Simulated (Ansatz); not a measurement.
# C2HClF2: basis-set convergence

Aim: see how fast density functionals converge with the basis set for C2HClF2.

Method: one geometry, several basis sets; program: Ansatz 0.2.0, Gaussian basis.

Levels to be run: PBE0-D4/def2-SVP; ωB97M-V/def2-SVP; PBE0-D4/def2-QZVPP; ωB97M-V/def2-QZVPP; the functionals' def2-TZVPP values are taken from earlier runs.

### Step 1. The geometry

The geometry comes from an earlier relaxation with PBE0-D4 in a triple-zeta def2 set; it is a stationary point.

SMILES `F/C=C(\F)Cl`, 6 atoms, charge 0, spin multiplicity 1.

Atoms are counted from 1 here; the program's logs count them from 0.

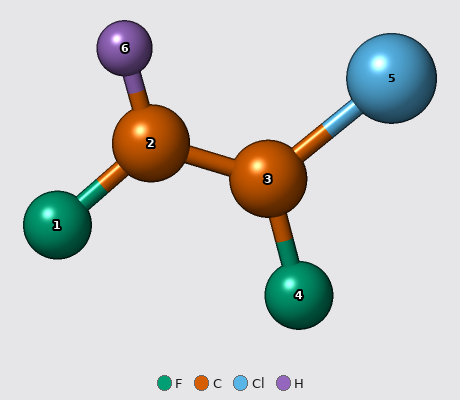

The geometry (fluorine teal, carbon orange, chlorine blue, hydrogen purple); atoms are numbered from 1 in the order of the file.

### Step 2. PBE0-D4 in def2-SVP

Contents of in.yaml:

```yaml
crystal:
  periodic: [false, false, false]
  atoms:
    - {symbol: F, position_ang: [0.146637, -1.084803, 1.451864]}
    - {symbol: C, position_ang: [-0.051317, 0.001550, 0.711592]}
    - {symbol: C, position_ang: [0.060928, -0.043537, -0.606515]}
    - {symbol: F, position_ang: [0.370744, -1.149680, -1.255847]}
    - {symbol: Cl, position_ang: [-0.180805, 1.313387, -1.603326]}
    - {symbol: H, position_ang: [-0.304085, 0.899284, 1.256030]}
basis:
  gaussian: {orbitals: def2-SVP}
hamiltonian: {xc: pbe0, dispersion: d4}
output: {orbitals: {seedname: orbitals}}
```

Further steps of the session: ωB97M-V in def2-SVP; PBE0-D4 in def2-QZVPP; ωB97M-V in def2-QZVPP.

Before running them: what should the planned runs give, taken together? Wanted: PBE0-D4: double and triple zeta above quadruple; ωB97M-V: double and triple zeta above quadruple.

**Answer**, as computed:

| quantity | value |
| --- | --- |
| PBE0-D4: double and triple zeta above quadruple | 14.15, 0.76 eV |
| ωB97M-V: double and triple zeta above quadruple | 14.27, 0.72 eV |

**Reading.** For PBE0-D4 the step from double to triple zeta gains 13.39 eV and the next only 0.76 eV. These are total energies; as a rule much of such shifts cancels in differences, which this series doesn't test. The LUMO of ωB97M-V is positive and keeps falling with the basis (2.57 to 2.04 eV): an unbound level that the basis holds in place.
